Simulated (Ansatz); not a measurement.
**C2H6AlN (SMILES [CH3][AlH][CH]=N): density, localisation and related maps**

The calculation's input:

```
crystal:
  periodic: [false, false, false]
  atoms:
    - { symbol: C, position_ang: [-1.5566, 0.5945, -0.5152] }
    - { symbol: Al, position_ang: [-0.2088, -0.7789, -0.5178] }
    - { symbol: C, position_ang: [1.4137, -0.5107, 0.5024] }
    - { symbol: "N", position_ang: [1.6915, 0.5809, 1.1769] }
    - { symbol: H, position_ang: [-1.1754, 1.5708, -0.9532] }
    - { symbol: H, position_ang: [-1.9596, 0.8306, 0.5081] }
    - { symbol: H, position_ang: [-2.4293, 0.3157, -1.1558] }
    - { symbol: H, position_ang: [-0.385, -2.1056, -1.353] }
    - { symbol: H, position_ang: [2.2117, -1.2693, 0.5616] }
    - { symbol: H, position_ang: [2.481, 0.7208, 1.749] }
basis:
  gaussian: { orbitals: def2-SVP }
hamiltonian:
  xc: pbe0
  dispersion: d4
relax:
  f_tol: 0.015
  max_steps: 40
output:
  orbitals: {}
```

Launched as:

```sh
ansatz run input.yaml --threads 1 --pin off --max-ram 2048MiB --backend cpu --events-out ev --progress --plain --runs-dir out
```

The fields are those of the relaxed geometry.

All numbers below come from RKS PBE0-D4/def2-SVP (Ansatz).

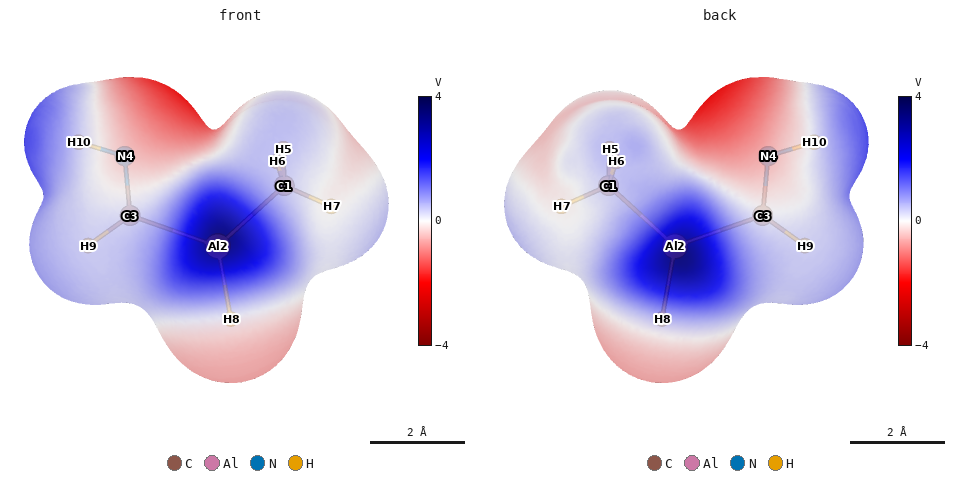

Figure 1. The electrostatic potential painted on the density surface at 0.002 e/bohr³, seen from the front and from behind; the colour scale runs from red (negative) to blue (positive).

**Where is the surface potential most negative and most positive?**

The most negative region (about −1.9 V, or −44 kcal/mol for a unit charge) lies over N4, the most positive (about +3.3 V, or +76 kcal/mol for a unit charge) over Al2. N4 is the likeliest acceptor of a hydrogen bond.

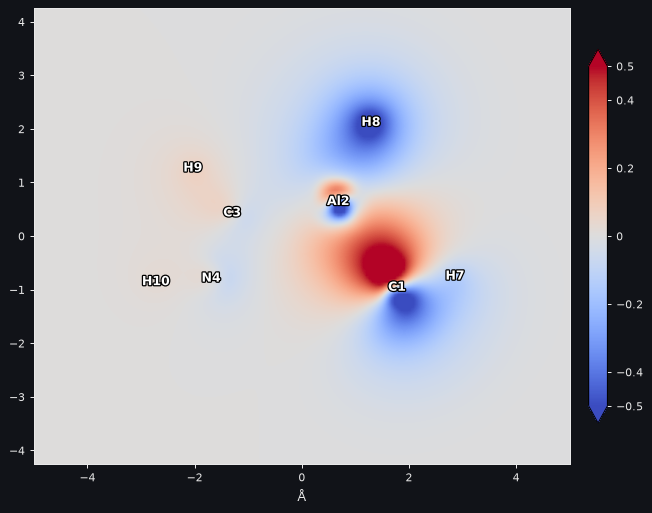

Figure 2. The HOMO−1 on the plane of atoms Al2, C3 and H9 (values in Å⁻³ᐟ²; the overall sign is arbitrary).

**Describe this orbital and give its energy.**

By Hirshfeld shares it lies mainly on C1 (about 40 %), Al2 (about 25 %) and H8 (about 25 %). Its energy is −7.96 eV.

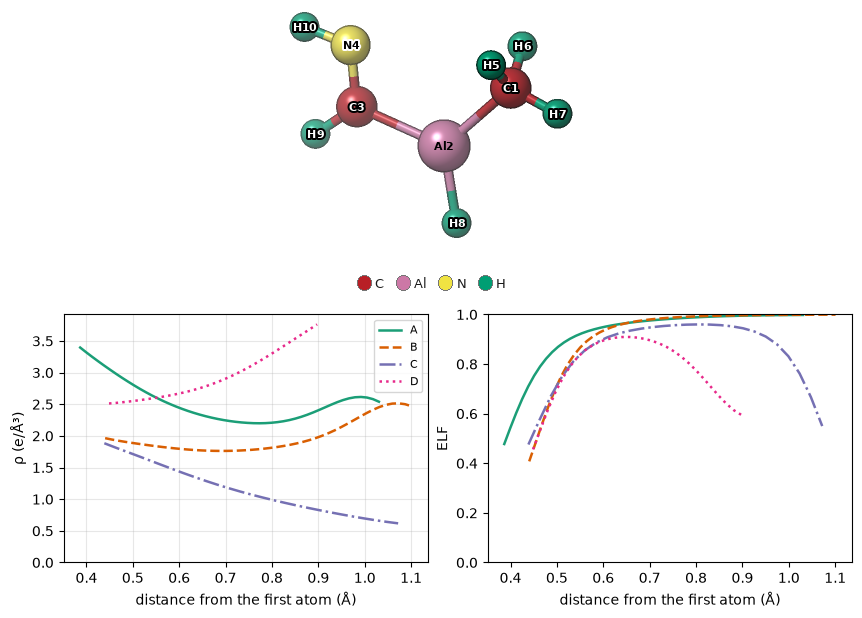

Figure 3. Electron density and electron localisation function along straight lines between neighbouring atoms. The curves leave out the atomic cores. The structure is drawn too.

**Which curve belongs to which contact (C–Al, C–H, C–N and N–H)? The first atom named is at distance zero.**

Curve A: N–H (1.03 Å): ρ at the midpoint is about 2.7 e/Å³; the ELF climbs to about 1 towards the hydrogen, as it does in any bond to H: an ordinary covalent bond to hydrogen. Curve B: C–H (1.10 Å): the density is about 1.8 e/Å³ at the midpoint; the ELF climbs to about 1 towards the hydrogen; an ordinary covalent bond to hydrogen. Curve C: C–Al (1.95 Å): the density is about 0.73 e/Å³ at the midpoint; the ELF peaks at about 0.95 between the atoms (a polar covalent bond). Curve D: C–N (1.28 Å): ρ is about 2.7 e/Å³ halfway; the ELF peaks at about 0.90 between the atoms (a covalent bond).
